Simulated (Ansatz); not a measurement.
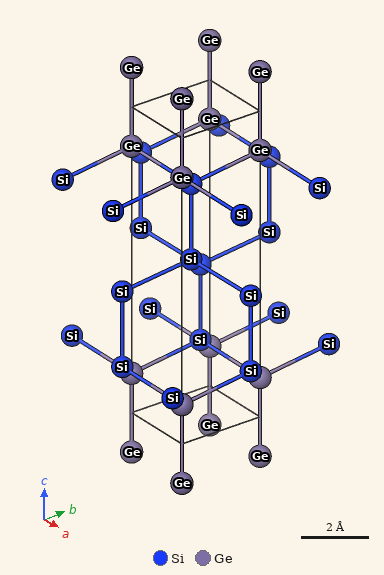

Drawn in the ball-and-stick manner and seen slightly off an axis. Thin lines show the conventional unit cell, with boundary atoms drawn in all their periodic places. Neighbours across the faces are drawn wherever a bond reaches them.

Si2Ge, space group P-3m1 (No. 164), a = 3.899 Å, b = 3.899 Å, c = 9.542 Å, α = 90.00°, β = 90.00°, γ = 120.00°. It goes back to a structure type filled with these elements by a generator (whether the compound takes this form wasn't checked). Earlier steps of the study, as a rule a relaxation of our own, may have changed the cell and positions, so they can lie some per cent off the listed ones. A calculation with Ansatz used it as input.

This one geometry was computed with Ansatz (DFT, plane waves, PAW) at five levels of theory: HSE06, PBE with spin-orbit coupling, PBE0, PBE and r2SCAN. It was relaxed beforehand with r2SCAN.

Which level gives the highest pressure at this volume, and what does that say about its equilibrium volume?

Highest: PBE with spin-orbit coupling (2.0 GPa) and PBE (2.0 GPa), which points to the largest equilibrium volume. Lowest, with the smallest volume: HSE06 (0.1 GPa), PBE0 (-0.1 GPa) and r2SCAN (0.0 GPa). Levels within 0.5 GPa of each other can't be told apart.

How does the band gap change with the level of theory?

PBE with spin-orbit coupling: a gap of 0.50 eV, indirect; PBE: a gap of 0.58 eV, indirect; r2SCAN: a gap of 0.75 eV, indirect; HSE06: a gap of 1.09 eV, indirect; PBE0: a gap of 1.72 eV, indirect.

Collect the results in a table.

| level | cutoff (eV) | k-mesh of the run's cell | gap (eV) | pressure (GPa) |
| --- | --- | --- | --- | --- |
| HSE06 | 420 | 6×6×2 | 1.09 | 0.1 |
| PBE with spin-orbit coupling | 420 | 12×12×4 | 0.50 | 2.0 |
| PBE0 | 420 | 6×6×2 | 1.72 | -0.1 |
| PBE | 420 | 12×12×4 | 0.58 | 2.0 |
| r2SCAN | 500 | 12×12×4 | 0.75 | 0.0 |

Gaps are taken on the k-mesh or band path of each run.
